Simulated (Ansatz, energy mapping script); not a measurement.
**MnS in the rock-salt structure: J from the energies of magnetic orders**

How strongly do the moments of MnS in the rock-salt structure couple under PBE+U (4.4 eV)? The plan is to run several orders and fit a Heisenberg model.

Method: PBE with U = 4.4 eV on Mn d, ortho-atomic projectors; plane waves, U on orthogonalised atomic orbitals unless named otherwise, collinear spin, no spin–orbit coupling, in Ansatz 0.2.0.

**Measured values to reproduce.**

“Single-Crystal and Powder Neutron Diffraction Study of FeXMn1-XS Solid Solutions” (2011, arxiv:1108.4537) reports for MnS, rock salt, by X-ray diffraction (single crystal, x = 0): lattice constant a (cubic cell parameter) 5.224 Å at 300 K; ordering temperature (Neel temperature) 150 K.

## Step 1: The starting structure

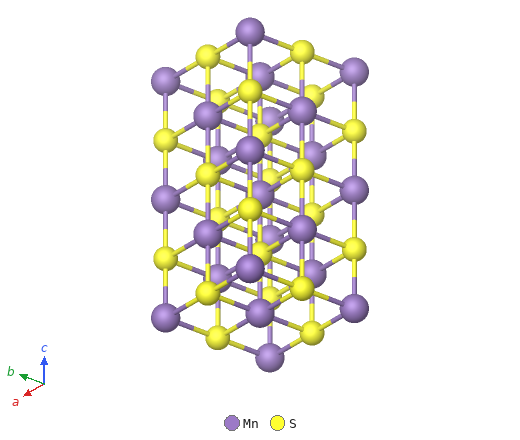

The cell as given, from a free direction (manganese light purple, sulfur yellow). 1×1×2 cells are drawn. This picture shows the conventional cell, with its axes. Some periodic images of atoms are drawn too.

This cell was built for the study (rocksalt prototype, lattice guessed from radii), not taken from an experiment; the compound need not form in this structure.

The cell was relaxed beforehand in Ansatz under PBE with U = 4.6 eV on Mn d, ortho-atomic projectors, from parallel moments.

A Hubbard U penalises fractional filling of the shell. It raises the cost of virtual hops to the neighbours, so couplings that rest on such hops usually weaken.

## Step 2: Which atoms carry moments

One run in the crystal's own cell, under PBEsol with U = 4.4 eV on Mn d, ortho-atomic projectors, shows which elements keep a moment. Transition or f elements with 0.3 μB or more enter the spin model; moments induced on other atoms do not.

input.yaml

```yaml
crystal:
  lattice:
    - [0.0, 2.663168897, 2.663168897]
    - [2.663168897, 0.0, 2.663168897]
    - [2.663168897, 2.663168897, 0.0]
  atoms:
    - { symbol: Mn, position: [0.0, 0.0, 0.0], spin: 4.5 }
    - { symbol: S, position: [0.5, 0.5, 0.5] }
magnetization:
  spin_polarized: true
kpoints:
  mp_grid: { grid: [8, 8, 8] }
hamiltonian:
  xc: pbesol
  hubbard:
    sites: [{ species: Mn, l: d, u_eff: 4.4 }]
    projectors: ortho-atomic
scf:
  occupations: { method: fermi_dirac, width: 0.05 }
output:
  eigenvalues: true
```

Command:

```bash
$ ansatz run input.yaml --threads 4 --pin off --max-ram 8192MiB --backend cpu --events-out ev --progress --plain --runs-dir out
```

Numbers of over 12 decimals in the logs are rounded to 6 here.

The program printed:

```text
Engine: ansatz 0.2.0, aarch64-unknown-linux-gnu
Pseudopotentials: kind: paw
Pseudopotential: Mn, paw, valence charge 15, recommended cutoff 420 eV (normal), Mn.paw.azcp
Pseudopotential: S, paw, valence charge 6, recommended cutoff 420 eV (normal), S.paw.azcp
Functional definition: PBEsol
  exchange = pbesol_x
  correlation = pbesol_c
Crystal: 2 atoms, lattice volume = 37.777 Å³
Basis set: ecut = 420 eV, 725 PW (Γ)
Bands: 17, of which v1, the nominal top of the filled ones, is band 11 counted from 1 (10 counted from 0)
Symmetry: 48 space group operations
Space group: Fm-3m (ITA 225), of the structure as read, at distance tolerance 3.4e-5 Å
Magnetic group: BNS 225.116 (UNI 1618), of the structure as read, at distance tolerance 3.4e-5 Å
k-points: 29 of 512
Non-local potential: Mn, projectors of the file, l = 0: 3, l = 1: 2, l = 2: 3, l = 3: 1
Non-local potential: S, projectors of the file, l = 0: 2, l = 1: 2, l = 2: 2
PAW form: soft (Blöchl's): semilocal exchange-correlation on the pseudo side does not see the compensation charge
PAW frozen core: Mn, regenerated for the run's functional, and the local potential with it (the file was generated under x = pbe(κ = 0.804, μ = 0.219515), c = pbe(β = 0.066725))
PAW frozen core: S, regenerated for the run's functional, and the local potential with it (the file was generated under x = pbe(κ = 0.804, μ = 0.219515), c = pbe(β = 0.066725))
PAW one-centre angular grid: Mn, 590 points (default); XC on 64 Gauss nodes
PAW one-centre angular grid: S, 110 points (default); XC on 64 Gauss nodes
Initial density: superposition of atomic densities (chi_scale 0.1, normalization cell, long waves kept (reshape's long-wave potential 0.00 eV rms))
Starting moments: Σ|m| = 4.5 μB on 1 of 2 sites
Initial wavefunctions: pseudopotential atomic-orbital guess
Functional: x = pbesol(κ = 0.804, μ = 0.123457), c = pbesol(β = 0.046)
SCF iter   1: F=—  HF=-4753.433881 eV  |F-HF|=—  |Δ(HF+E_count)|=         —  Δρ=5.88e-2 (↑5.88e-2 ↓2.40e-2)  dr2=1.47e0  dr2_m=2.58e-1  M=4.999 μB ∫|m|=4.999 μB  β_m=1.00  ethr=3.10e-3  ⟨swp⟩=4.1  Hψ=4555  notcnv=0
preconditioner: auto → none  [insulator: Δε(μ)=0.427 eV  Ē_g=10.435 eV  σ=0.050 eV  W_gap=0.96  n_scr=14 (ndim 8)  ℏωp=21.8 eV  f_vac=0.000  D(μ)=0.01/eV (n_scr^D=0)  ε∞_Penn≈5.4]
SCF iter   2: F=—  HF=-4753.271487 eV  |F-HF|=—  |Δ(HF+E_count)|=   1.62e-1  Δρ=9.95e-3 (↑9.18e-3 ↓9.95e-3)  dr2=9.08e-2  dr2_m=6.68e-3  M=5.000 μB ∫|m|=5.000 μB  β_m=1.00  ethr=3.10e-3  ⟨swp⟩=2.8  Hψ=2315  notcnv=0  defer=60
SCF iter   3: F=—  HF=-4753.413075 eV  |F-HF|=—  |Δ(HF+E_count)|=   1.42e-1  Δρ=5.40e-3 (↑5.40e-3 ↓5.11e-3)  dr2=2.61e-2  dr2_m=5.35e-4  M=5.000 μB ∫|m|=5.000 μB  β_m=1.00  ethr=4.32e-4  ⟨swp⟩=2.4  Hψ=1580  notcnv=0  defer=60
[...]
SCF iter   6: F=—  HF=-4753.542777 eV  |F-HF|=—  |Δ(HF+E_count)|=   3.04e-2  Δρ=4.03e-4 (↑4.03e-4 ↓2.70e-4)  dr2=2.56e-4  dr2_m=3.76e-6  M=5.000 μB ∫|m|=5.000 μB  β_m=0.56  ethr=5.78e-6  ⟨swp⟩=2.0  Hψ=1754  notcnv=0  defer=60
SCF iter   7: F=—  HF=-4753.542702 eV  |F-HF|=—  |Δ(HF+E_count)|=   7.49e-5  Δρ=1.84e-4 (↑1.84e-4 ↓1.20e-4)  dr2=1.73e-5  dr2_m=3.72e-6  M=5.000 μB ∫|m|=5.000 μB  β_m=0.49  ethr=1.22e-6  ⟨swp⟩=2.0  Hψ=1265  notcnv=0  defer=60
SCF iter   8: F=—  HF=-4753.542700 eV  |F-HF|=—  |Δ(HF+E_count)|=   2.65e-6  Δρ=5.99e-5 (↑5.99e-5 ↓5.33e-5)  dr2=1.52e-7  dr2_m=1.05e-6  M=5.000 μB ∫|m|=5.000 μB  β_m=0.61  ethr=8.22e-8  ⟨swp⟩=2.0  Hψ=1414  notcnv=0  defer=60
SCF iter   9: F=—  HF=-4753.542701 eV  |F-HF|=—  |Δ(HF+E_count)|=   1.40e-6  Δρ=2.99e-5 (↑2.99e-5 ↓2.19e-5)  dr2=1.36e-7  dr2_m=1.89e-7  M=5.000 μB ∫|m|=5.000 μB  β_m=0.71  ethr=4.76e-10  ⟨swp⟩=5.8  Hψ=3944  notcnv=0
SCF iter  10: F=-4753.542701 eV  HF=-4753.542701 eV  |F-HF|=6.80e-9  |Δ(HF+E_count)|=   2.44e-7  Δρ=3.98e-6 (↑3.65e-6 ↓3.98e-6)  dr2=1.54e-10  dr2_m=5.00e-9  M=5.000 μB ∫|m|=5.000 μB  ethr=4.76e-10  ⟨swp⟩=1.4  Hψ=2961  notcnv=0
SCF 1 converged in 10 iterations: F = -4753.542701 eV  dr2 = 1.54e-10
[...]
SCF converged after 10 iterations
Magnetization: 5.0000 μB (13.0000 up, 8.0000 down)
Absolute magnetization: 5.0000 μB (∫|ρ↑−ρ↓|, with the PAW one-centre terms)
Spin contamination: 0.0122 ħ² per cell (⟨S²⟩ above its minimum at these occupations)
Per-site moments (μB) at R_I (Å): [(4.557678, 1.098557), (0.080462, 1.098557)]
Free energy (F): -4753.542701 eV
Harris-Foulkes:  -4753.542701 eV  (|F-HF|=6.80e-9)
Internal energy: -4753.542697 eV  (E = F + TS)
E sigma→0 (E₀):  -4753.542699 eV
Entropy (-TS):   -0.000004 eV (-0.002 meV/atom)
Fermi energy:    9.408601 eV
--- Per-component energies (eV) ---
  E_band       = -331.081482
  E_kinetic    = 402.589856
  E_local      = -2515.144106  (includes V_loc(G=0)·N_el)
  E_nonlocal   = 283.253227
  E_hartree    = 1024.336949
  E_xc         = -205.127459
  E_vxc        = -227.312504  (∫ρ·V_xc dr)
  E_hubbard    = 0.560363  (on-site DFT+U / exact-exchange correction)
  E_vhub       = -10.403897  (the Hubbard potential's part of the band-sum identity)
  E_paw        = -1861.538693  (= ΣΔE_a)
  E_vpaw       = -312.738145  (= ΣTr[D̂ρ^β])
  E_aug_tail   = -0.000008  (compensation charges beyond the density's cutoff)
  E_ewald      = -1882.704426
  E_core_change = 0.231600  (= ΣΔE_core)
  E_smearing   = -0.000004  (= −TS)
  E_closure    = 0.000000  (closes the sum)
  Σ components = -4753.542701   (vs F -4753.542701, Δ=0.00e0)
--- Band table (eV; the first three rows and the last of 58) ---
  k-point 0 ↑: bands = [... 7 lower, 3.2980, 3.3986, 3.3986, 7.7305, 7.7305, 7.7305, 10.4332, 17.5670, ... 2 higher]
  k-point 1 ↑: bands = [... 7 lower, 3.2537, 3.3776, 3.3776, 6.7597, 7.9116, 7.9116, 11.4234, 16.4732, ... 2 higher]
  k-point 2 ↑: bands = [... 7 lower, 3.0014, 3.5063, 3.5063, 5.4973, 8.3381, 8.3381, 12.4099, 15.8212, ... 2 higher]
  k-point 28 ↓: bands = [... 7 lower, 5.6665, 11.6156, 12.0723, 12.0723, 12.2164, 12.6666, 14.9258, 16.6347, ... 2 higher]
Occupation matrices written to <dir>
```

Wall time 1.1 s (4 threads of Arm Neoverse V1, shared host); peak memory 0.31 GiB.

Reading the cycles: dr2 is the Hartree energy of the density residual (eV), the measure of convergence; HF is the Harris–Foulkes estimate of the energy, which meets the free energy F at convergence.

Spin moment in the sphere by atom:

```csv
atom,spin moment in the sphere (μB)
Mn1,4.56
S2,0.08
```

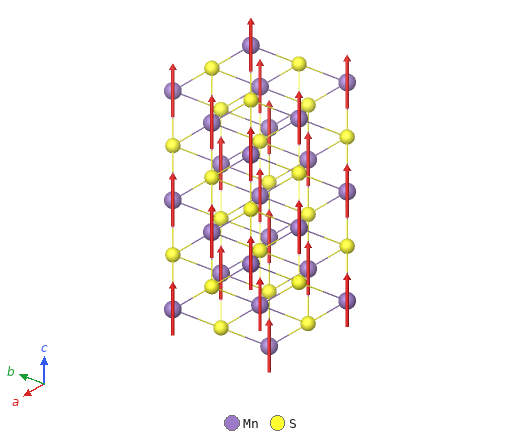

Spin moment in the sphere as arrows, the longest 4.56 μB. Up and down stand for the sign. Arrows give size and sign along the axis of quantisation, drawn up and down the page. 1×1×2 conventional cells are drawn. Some periodic images of atoms are drawn too.

The run ends ferromagnetic; Mn carries the moments.

## Step 3: A run to fix the orbital filling

A corrected shell can settle in several orbital fillings. One parallel run, with an occupation width a fifth wider than the orders use, therefore is to supply the occupation matrices. All orders start from them.

input.yaml, as its differences from that of step 2:

```diff
@@ -13,3 +13,3 @@
 hamiltonian:
-  xc: pbesol
+  xc: pbe
   hubbard:
@@ -18,3 +18,3 @@
 scf:
-  occupations: { method: fermi_dirac, width: 0.05 }
+  occupations: { method: fermi_dirac, width: 0.048 }
 output:
```

The program printed:

```text
[...]
Crystal: 2 atoms, lattice volume = 37.777 Å³
Basis set: ecut = 420 eV, 725 PW (Γ)
Bands: 17, of which v1, the nominal top of the filled ones, is band 11 counted from 1 (10 counted from 0)
Symmetry: 48 space group operations
[...]
k-points: 29 of 512
[...]
Starting moments: Σ|m| = 4.5 μB on 1 of 2 sites
[...]
SCF iter   1: F=—  HF=-4800.939357 eV  |F-HF|=—  |Δ(HF+E_count)|=         —  Δρ=6.19e-2 (↑6.19e-2 ↓2.42e-2)  dr2=1.56e0  dr2_m=2.80e-1  M=5.000 μB ∫|m|=5.000 μB  β_m=1.00  ethr=3.10e-3  ⟨swp⟩=4.2  Hψ=4558  notcnv=0
[...]
SCF iter  10: F=-4801.044940 eV  HF=-4801.044940 eV  |F-HF|=1.90e-8  |Δ(HF+E_count)|=   3.01e-7  Δρ=6.84e-6 (↑6.84e-6 ↓5.93e-6)  dr2=4.72e-9  dr2_m=1.26e-8  M=5.000 μB ∫|m|=5.000 μB  ethr=4.76e-10  ⟨swp⟩=3.4  Hψ=2936  notcnv=0
SCF 1 converged in 10 iterations: F = -4801.044940 eV  dr2 = 4.72e-9
[...]
SCF converged after 10 iterations
Magnetization: 5.0000 μB (13.0000 up, 8.0000 down)
Absolute magnetization: 5.0000 μB (∫|ρ↑−ρ↓|, with the PAW one-centre terms)
[...]
Per-site moments (μB) at R_I (Å): [(4.566014, 1.098557), (0.082907, 1.098557)]
Free energy (F): -4801.044940 eV
[...]
Internal energy: -4801.044939 eV  (E = F + TS)
E sigma→0 (E₀):  -4801.044940 eV
Entropy (-TS):   -0.000001 eV (-0.001 meV/atom)
Fermi energy:    9.544729 eV
[...]
--- Band table (eV; the first three rows and the last of 58) ---
  k-point 0 ↑: bands = [... 7 lower, 3.3898, 3.4884, 3.4884, 7.8307, 7.8307, 7.8307, 10.6371, 17.7538, ... 2 higher]
  k-point 1 ↑: bands = [... 7 lower, 3.3460, 3.4674, 3.4674, 6.8814, 8.0093, 8.0093, 11.6099, 16.6852, ... 2 higher]
  k-point 2 ↑: bands = [... 7 lower, 3.0971, 3.5929, 3.5929, 5.6227, 8.4300, 8.4300, 12.6146, 16.0099, ... 2 higher]
  k-point 28 ↓: bands = [... 7 lower, 5.7668, 11.7456, 12.2044, 12.2044, 12.3159, 12.7846, 15.0597, 16.8293, ... 2 higher]
Occupation matrices written to <dir>
```

It took 1 s on 4 threads; peak memory 0.3 GiB; 3.1 s of CPU time.

Read from the output:

| Quantity | Value |
| --- | --- |
| final state | ferromagnetic |
| electrons in the corrected shells | 5.236 e |
| largest moment | 4.566 μB |

## Step 4: Parallel start in cell A (4 atoms)

Each cell gets its own parallel run on the same mesh, so that most of the mesh error cancels in the differences.

input.yaml

```yaml
crystal:
  lattice:
    - [0.0, -2.663168897, -2.663168897]
    - [-2.663168897, 0.0, -2.663168897]
    - [2.663168897, 2.663168897, -5.326337794]
  atoms:
    - { symbol: Mn, position: [0.5, 0.5, 0.5], spin: 4.5 }
    - { symbol: Mn, position: [0.0, 0.0, 0.0], spin: 4.5 }
    - { symbol: S, position: [0.75, 0.75, 0.75] }
    - { symbol: S, position: [0.25, 0.25, 0.25] }
magnetization:
  spin_polarized: true
kpoints:
  mp_grid: { grid: [8, 8, 8] }
hamiltonian:
  xc: pbe
  hubbard:
    sites:
      - { species: Mn, l: d, u_eff: 4.4 }
      - { site: 0, l: d, u_eff: 4.4, starting_ns: [{ spin: up, occupation_matrix: mn1_major }, { spin: down, occupation_matrix: mn1_minor }] }
      - { site: 1, l: d, u_eff: 4.4, starting_ns: [{ spin: up, occupation_matrix: mn1_major }, { spin: down, occupation_matrix: mn1_minor }] }
    projectors: ortho-atomic
    occupation_matrices:
      mn1_major:
        matrix:
          - [0.994, 0.0, 0.0, 0.0, 0.0]
          - [0.0, 0.999, 0.0, 0.0, 0.0]
          - [0.0, 0.0, 0.999, 0.0, 0.0]
          - [0.0, 0.0, 0.0, 0.994, 0.0]
          - [0.0, 0.0, 0.0, 0.0, 0.999]
      mn1_minor:
        matrix:
          - [0.095, 0.0, 0.0, 0.0, 0.0]
          - [0.0, 0.021, 0.0, 0.0, 0.0]
          - [0.0, 0.0, 0.021, 0.0, 0.0]
          - [0.0, 0.0, 0.0, 0.095, 0.0]
          - [0.0, 0.0, 0.0, 0.0, 0.021]
scf:
  occupations: { method: fermi_dirac, width: 0.04 }
output:
  eigenvalues: true
  write_density: true
  write_potential: true
  elf: true
  volumetric_format: npy
```

The program printed:

```text
[...]
Crystal: 4 atoms, lattice volume = 75.554 Å³
Basis set: ecut = 420 eV, 1479 PW (Γ)
Bands: 31, of which v1, the nominal top of the filled ones, is band 21 counted from 1 (20 counted from 0)
Symmetry: 24 space group operations
[...]
k-points: 65 of 512
[...]
Starting moments: Σ|m| = 9 μB on 2 of 4 sites
[...]
SCF iter   1: F=—  HF=-9601.988500 eV  |F-HF|=—  |Δ(HF+E_count)|=         —  Δρ=6.18e-2 (↑6.18e-2 ↓2.50e-2)  dr2=3.26e0  dr2_m=5.36e-1  M=10.000 μB ∫|m|=10.000 μB  β_m=1.00  ethr=3.10e-3  ⟨swp⟩=4.8  Hψ=14802  notcnv=0
[...]
spin=Collinear: Resta preconditioning applied to the charge; magnetization (m = ρ↑ − ρ↓) channel mixes plain (no charge-response kernel on spin).
SCF iter   2: F=—  HF=-9601.700120 eV  |F-HF|=—  |Δ(HF+E_count)|=   2.88e-1  Δρ=2.08e-2 (↑2.08e-2 ↓1.28e-2)  dr2=6.34e-1  dr2_m=2.75e-2  M=10.000 μB ∫|m|=10.000 μB  β_m=1.00  ethr=3.10e-3  ⟨swp⟩=2.9  Hψ=8652  notcnv=0  defer=285
[...]
SCF iter  12: F=-9602.090262 eV  HF=-9602.090262 eV  |F-HF|=1.47e-8  |Δ(HF+E_count)|=   2.23e-7  Δρ=2.42e-6 (↑2.32e-6 ↓2.42e-6)  dr2=1.33e-8  dr2_m=3.42e-10  M=10.000 μB ∫|m|=10.000 μB  ethr=2.38e-10  ⟨swp⟩=7.5  Hψ=14308  notcnv=0
SCF 1 converged in 12 iterations: F = -9602.090262 eV  dr2 = 1.33e-8
[...]
SCF converged after 12 iterations
Magnetization: 10.0000 μB (26.0000 up, 16.0000 down)
Absolute magnetization: 10.0000 μB (∫|ρ↑−ρ↓|, with the PAW one-centre terms)
[...]
Per-site moments (μB) at R_I (Å): [(4.566059, 1.098557), (4.566059, 1.098557), (0.082739, 1.098557), (0.082739, 1.098557)]
Free energy (F): -9602.090262 eV
[...]
Internal energy: -9602.090262 eV  (E = F + TS)
E sigma→0 (E₀):  -9602.090262 eV
Entropy (-TS):   -0.000000 eV (-0.000 meV/atom)
Fermi energy:    9.544932 eV
[...]
--- Specified on-site occupations, and those of the state reported ---
  electrons in the specified blocks: 10.4760 specified, 10.4729 found
  site 0 (l=d) ↑: largest change of an orbital's occupation 0.0005; electrons 4.9850 specified, 4.9829 found; spectral distance 0.0009
[...]
site 0 (l=d) ↓: largest change of an orbital's occupation 0.0004; electrons 0.2530 specified, 0.2535 found; spectral distance 0.0005
[...]
--- Band table (eV; the first three rows and the last of 130) ---
  k-point 0 ↑: bands = [... 17 lower, 3.4883, 3.7904, 3.7904, 4.8630, 7.8306, 7.8306, 7.8307, 9.0501, ... 6 higher]
  k-point 1 ↑: bands = [... 17 lower, 3.4665, 3.7749, 3.7749, 4.8932, 7.5268, 7.8775, 7.8775, 8.9997, ... 6 higher]
  k-point 2 ↑: bands = [... 17 lower, 3.4673, 3.7311, 3.7311, 4.9991, 6.8813, 8.0092, 8.0092, 8.8602, ... 6 higher]
  k-point 64 ↓: bands = [... 17 lower, 12.1282, 12.2003, 12.2063, 12.3929, 12.5523, 12.6639, 12.7381, 12.7487, ... 6 higher]
Occupation matrices written to <dir>
```

It took 6.1 s on 4 threads; peak memory 0.55 GiB.

Spin moment in the sphere by atom:

```csv
atom,spin moment in the sphere (μB)
Mn1,4.57
Mn2,4.57
S3,0.08
S4,0.08
```

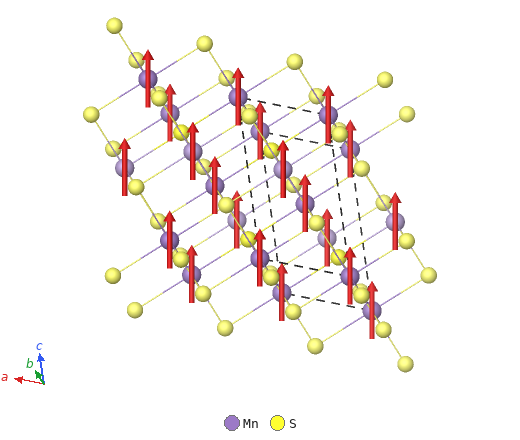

Spin moment in the sphere as arrows, the longest 4.57 μB. Up and down stand for the sign. Arrows give size and sign along the axis of quantisation, drawn up and down the page. 2×1×1 cells are drawn. Some periodic images of atoms are drawn too.

The run ends ferromagnetic.

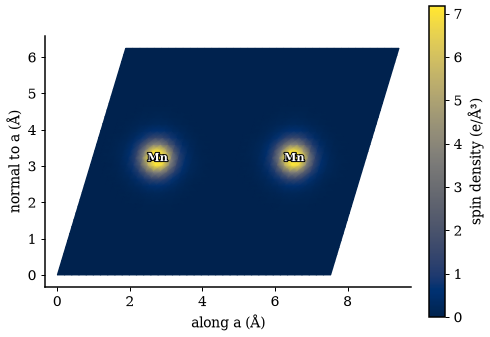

Spin density in the ac plane at fractional y = 0.000, with atoms of Mn within 0.2 Å of it. The map starts off the cell's origin, so that atoms lie inside it.

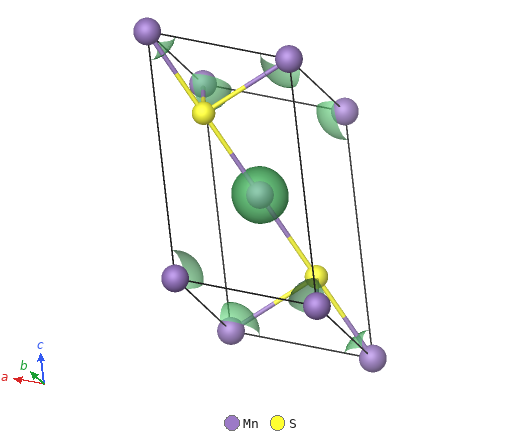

Surface of spin density = 0.59 e/Å³, which holds about 70 % of the integral of its size. Bonds to atoms that aren't drawn are left out.

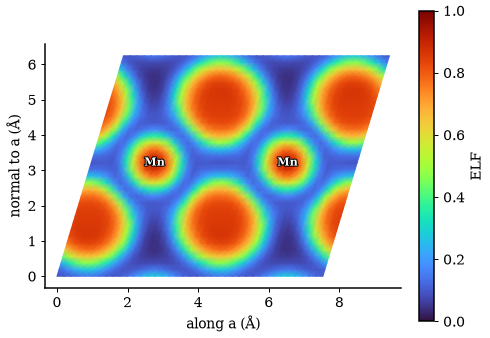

ELF in the ac plane at fractional y = 0.000, with atoms of Mn within 0.2 Å of it. It is the smooth field of the valence electrons, not physical close to the nuclei. The map starts off the cell's origin, so that atoms lie inside it.

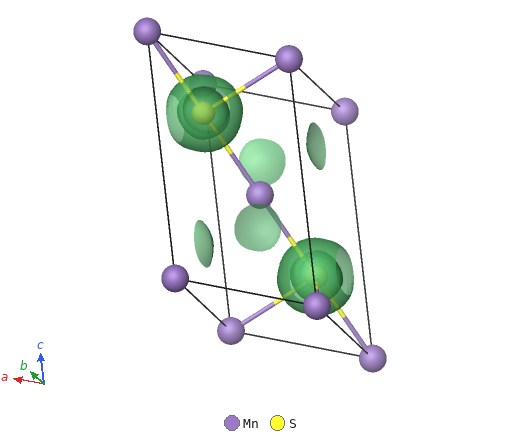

Surface of ELF = 0.82. Bonds to atoms that aren't drawn are left out.

(Part 1 of 3 ends here.)

[Logs and program files are shortened in this print: banners, set-up blocks, solver, clock and traceback lines can be left out without a mark of their own.]

[Logs are printed without paths, hosts, clocks, repeated set-up lines and the standing remarks that a program may print on its own settings, such as how far it seeks lower states.]

[Hosts, paths, dates, database ids (printed as entryN), source tags and the programs' standing remarks are cut or masked in the printed files.]

[Where a cell is said to come from a database of computed structures, the database is the Materials Project.]
